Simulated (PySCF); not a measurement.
C₅H₁₄N₂ (SMILES CCCCNNC)

The calculation's input:

```
{"job": {"kind": "nmr", "xc": "PBE0", "basis": "pcSseg-1"}, "charge": 0, "multiplicity": 1}
C     -2.875960     0.405757    -0.542482
C     -1.767071    -0.389412     0.135001
C     -0.664319     0.517110     0.675711
C      0.482673    -0.287354     1.288289
N      1.079331    -1.190545     0.304834
N      1.769087    -0.617093    -0.782920
C      2.826828     0.333510    -0.470298
H     -3.653427    -0.259224    -0.911449
H     -3.327501     1.106915     0.156858
H     -2.483705     0.971984    -1.385051
H     -2.185431    -0.970445     0.959383
H     -1.328151    -1.093327    -0.573185
H     -1.070741     1.181600     1.441706
H     -0.282345     1.147991    -0.131180
H      1.214680     0.403694     1.739205
H      0.091080    -0.925222     2.084633
H      1.723919    -1.825766     0.768569
H      1.080934    -0.188952    -1.396161
H      3.531569    -0.143378     0.212804
H      3.345443     0.563208    -1.399362
H      2.484186     1.275892    -0.020674
```

Command:

```sh
OMP_NUM_THREADS=1 python probes_run.py task.json out
```

Geometry: GFN2-xTB.

These are results of PBE0/pcSseg-1, SCF density, gas phase, non-relativistic in PySCF 2.14.0, not measurements.

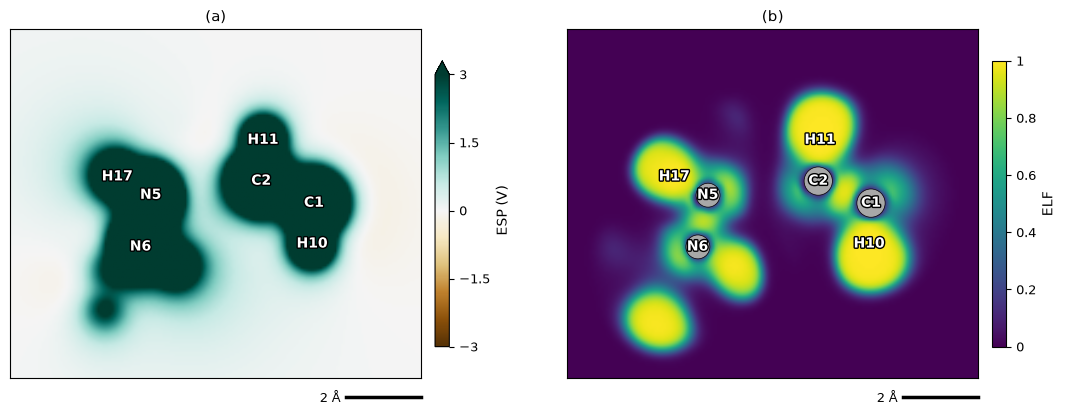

Figure 1. (a) electrostatic potential; (b) electron localisation function on the plane of atoms C1, C2 and H11. Grey discs cover the atomic cores in the ELF map.

What does the map show?

The plane passes through C, N and H nuclei. N–N (1.41 Å): the ELF peaks at about 0.90 between the atoms; a covalent bond. C–C (1.52 Å): the ELF peaks at about 0.95 between the atoms (a shared electron pair). N–H (1.02 Å): the ELF climbs to about 1 towards the hydrogen, as it does in any bond to H: an ordinary covalent bond to hydrogen. C–H (1.09 Å): the ELF climbs to about 1 towards the hydrogen: an ordinary covalent bond to hydrogen. The potential has no marked negative region in this plane.

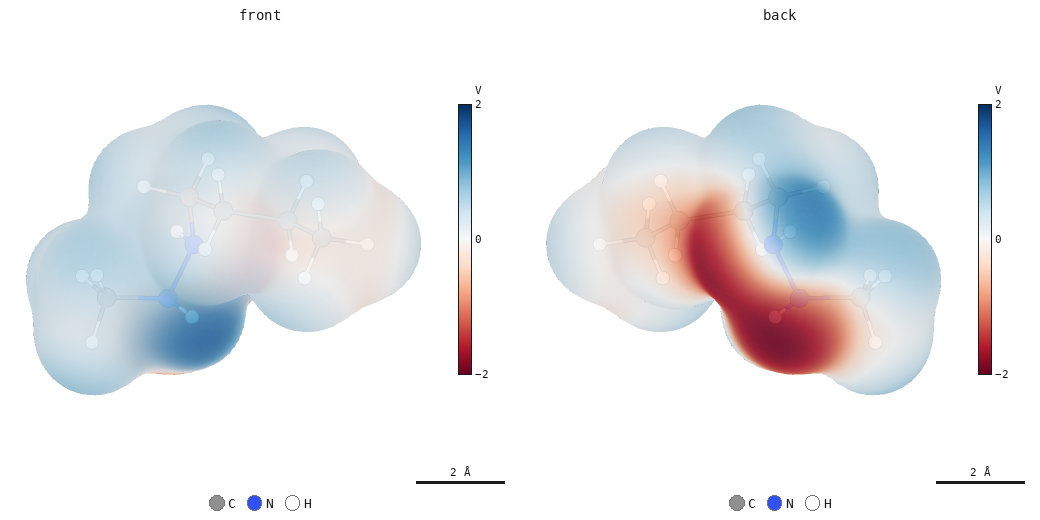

Figure 2. The electrostatic potential painted on the density surface at 0.002 e/bohr³, seen from the front and from behind; red is negative and blue positive.

Which sites attract a positive test charge, and which a negative one?

A positive charge is drawn to the negative regions and a negative charge to the positive ones. The most negative region (about −1.8 V) lies over N6, the most positive (about +1.3 V) over H17 and H18. N6 is the likeliest acceptor of a hydrogen bond.

How polar is the molecule by this calculation?

Its dipole moment is 1.61 D.

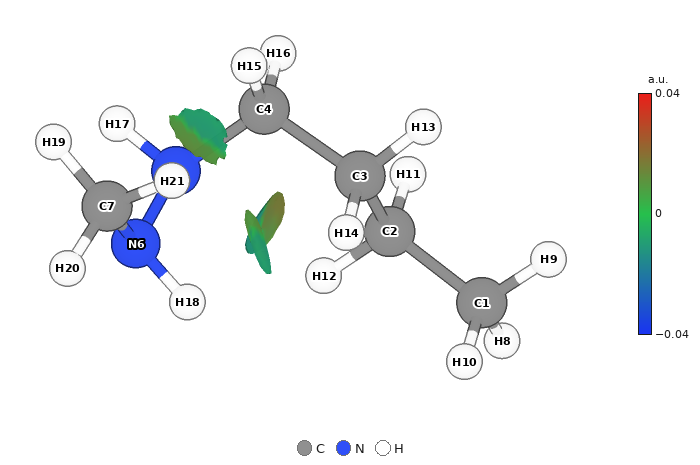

Figure 3. Non-covalent interaction (NCI) plot: the surface where the reduced density gradient is 0.5, for densities under 0.05 a.u., coloured by sign(λ₂)ρ; seen at a tilt.

Identify the weak interactions.

Between H12 and C2 on one side and N5 and C4 on the other: a weak contact, attractive (blue-green) on one side and crowded (olive to red) on the other; near H18, H14 and N6: mostly steric crowding (olive to red); near H15, H21 and C7: mostly steric crowding (olive to red).
